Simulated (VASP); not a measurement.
Band structure of Ru (hcp). Method: RPBE GGA, VASP's PBE PAW potentials (set 64) (plane waves; VASP).

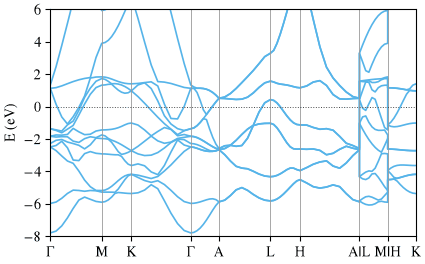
Figure. Bands along high-symmetry lines, zero at the valence-band maximum or, without a gap, the Fermi level

Read the plot: is there a gap, and where are the band edges?

It has no gap at this level: it comes out as a metal or semimetal. (Edges off the drawn lines would not show.)

The compound is Ru in the hcp structure. It was relaxed first.
